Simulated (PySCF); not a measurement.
**One shape, several levels: triplet [NO2]+**

Aim: a comparison of 6 runs (UHF/3-21G, UB3LYP/6-31G*, U-wB97X/def2-TZVPPD, UB3LYP/def2-TZVPPD, UM06-L/def2-TZVPPD, USCS-MP2/def2-TZVPPD) of triplet [NO2]+. Input form: a Python script.

The calculation is run with PySCF 2.14.0.

3 further runs of the same task are left out: 3 set aside as unsound or not needed. Runs told in other sessions of the task aren't counted.

### 1 The system as given

The species is [NO2]+ (3 atoms), meant as a triplet with charge +1. SMILES of the parent species: `O=[N+]=O`. The coordinates come from a GFN2-xTB relaxation. That shape belongs to the parent species and isn't relaxed for this state.

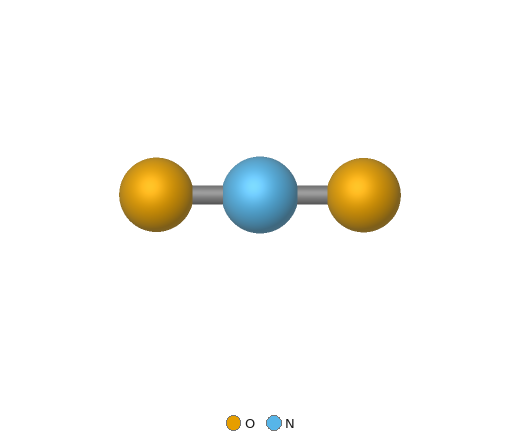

Viewed from a chosen angle; oxygen amber, nitrogen blue.

### 2 The energy at UHF/3-21G (run 1)

Input file calc.py:

```python
from pyscf import gto

mol = gto.Mole()
mol.atom = '''
O   -0.563200   0.911190  -0.206000
N   -0.000010  -0.000010   0.000000
O    0.563210  -0.911180   0.206000
'''
mol.charge = 1
mol.max_memory = 1860
mol.verbose = 3
mol.spin = 2
mol.basis = '3-21g'
mol.build()

hf = mol.UHF()
hf.conv_tol = 1e-10
hf.kernel()
if not hf.converged:
    hf = hf.newton().run(hf.mo_coeff, hf.mo_occ)

e_final = hf.e_tot
print('Final energy', e_final)
```

Run with:

```
OMP_NUM_THREADS=1 python calc.py
```

What it wrote:

```text
WARN: HOMO 0.0926982363033702 >= LUMO -0.461804145681676

converged SCF energy = -202.310125075821  <S^2> = 2.0108398  2S+1 = 3.0072179
Final energy -202.31012507582147
```

It took 0.8 s on 1 thread of Arm Neoverse V1, shared host; peak memory 0.12 GiB.

### 3 The energy at UB3LYP/6-31G(d) (spherical functions) (run 2)

Input file calc.py:

```python
from pyscf import gto, dft

mol = gto.M(
    atom='''
O   -0.563200   0.911190  -0.206000
N   -0.000010  -0.000010   0.000000
O    0.563210  -0.911180   0.206000
''',
    verbose=3,
    spin=2,
    max_memory=1860,
    basis='6-31g*',
    charge=1,
)

ks = dft.UKS(mol, xc='b3lyp')
ks.grids.level = 5
ks.conv_tol = 1e-10
ks.kernel()
if not ks.converged:
    ks = ks.newton().run(ks.mo_coeff, ks.mo_occ)

energy = ks.e_tot
print('E = %.10f Eh' % energy)
```

Run with:

```
OMP_NUM_THREADS=1 python calc.py
```

What it wrote:

```text
WARN: HOMO -0.0416782875437209 >= LUMO -0.430922011113949

WARN: HOMO -0.606347103910518 >= LUMO -0.672551798976414

WARN: HOMO -0.538131695187276 >= LUMO -0.663620468016273

WARN: HOMO -0.515547674077849 >= LUMO -0.631626167259725

WARN: HOMO -0.51971943474458 >= LUMO -0.633404941969593

WARN: HOMO -0.519321304919266 >= LUMO -0.632642968730575

WARN: HOMO -0.519337791851286 >= LUMO -0.632590703810104

WARN: HOMO -0.519325447513455 >= LUMO -0.632583430694361

WARN: HOMO -0.519304164450182 >= LUMO -0.632575125524038

WARN: HOMO -0.519317980689085 >= LUMO -0.632587638283297

WARN: HOMO -0.519317855218458 >= LUMO -0.632586928787716

WARN: HOMO -0.519318835591957 >= LUMO -0.632587482943289

WARN: HOMO -0.519318252190597 >= LUMO -0.632587248390356

converged SCF energy = -204.45915974733  <S^2> = 2.004147  2S+1 = 3.0027634
E = -204.4591597473 Eh
```

It took 6.9 s on 1 thread of Arm Neoverse V1, shared host; peak memory 0.26 GiB.

Runs 3 to 5 aren't shown in full; the table further down has their settings and results.

### 4 The energy at USCS-MP2/def2-TZVPPD (run 6)

Input file geometry.xyz:

```xyz
3
NO2
O     -0.563200     0.911190    -0.206000
N     -0.000010    -0.000010     0.000000
O      0.563210    -0.911180     0.206000
```

Input file job.py:

```python
from pyscf import gto, scf, mp

system = gto.Mole()
system.atom = 'geometry.xyz'
system.max_memory = 1860
system.spin = 2
system.charge = 1
system.verbose = 3
system.basis = 'def2-tzvppd'
system.build()

calc0 = scf.UHF(system)
calc0.conv_tol = 1e-10
calc0.kernel()
if not calc0.converged:
    calc0 = calc0.newton().run(calc0.mo_coeff, calc0.mo_occ)

pt = mp.MP2(calc0, frozen=3).run()
e_tot = calc0.e_tot + 1.2 * pt.e_corr_os + pt.e_corr_ss / 3
print('Final energy', e_tot)
```

Run with:

```
OMP_NUM_THREADS=1 python job.py
```

What it wrote:

```text
WARN: HOMO 0.0656825201339132 >= LUMO -0.476913935846446

WARN: HOMO -0.665068603041666 >= LUMO -0.814325595878046

converged SCF energy = -203.598432123657  <S^2> = 2.0185176  2S+1 = 3.0123197
E(UMP2) = -204.158714026468  E_corr = -0.560281902811438
E(SCS-UMP2) = -204.141233051012  E_corr = -0.54280092735463
Final energy -204.1412330510117
```

It took 7.5 s on 1 thread of Arm Neoverse V1, shared host; peak memory 0.35 GiB.

### 5 The series

| run | level | integration grid | frozen core orbitals | energy (Eh) | HOMO energy (eV) | ⟨S²⟩ | wall time |
| --- | --- | --- | --- | --- | --- | --- | --- |
| 1 | UHF/3-21G | – | – | -202.310125 | -20.45 | 2.011 | 0.8 s |
| 2 | UB3LYP/6-31G* (spherical functions) | 5 | – | -204.459160 | -14.13 | 2.004 | 6.9 s |
| 3 | U-wB97X/def2-TZVPPD | 5 | – | -204.516149 | -16.78 | 2.005 | 44 s |
| 4 | UB3LYP/def2-TZVPPD | 5 | – | -204.564686 | -14.10 | 2.005 | 26 s |
| 5 | UM06-L/def2-TZVPPD | 5 | – | -204.554911 | -12.38 | 2.006 | 64 s |
| 6 | USCS-MP2/def2-TZVPPD | – | 3 | -204.141233 | -19.54 | 2.019 | 7.5 s |

### 6 Results

| quantity | value |
| --- | --- |
| run 6: total energy | -204.14123 Eh |
| run 6: HOMO energy (Hartree–Fock orbitals) (highest over α and β) | -19.54 eV |
| run 6: LUMO energy (Hartree–Fock orbitals) (lowest over α and β) | -10.21 eV |
| run 6: correlation energy (3 core orbitals frozen) | -542.8 mEh |
| run 6: ⟨S²⟩ of the reference determinant | 2.019 |

**Reading.** Totals of different functionals can't be ranked against each other. All runs together took 2.5 min, the longest 64 s.
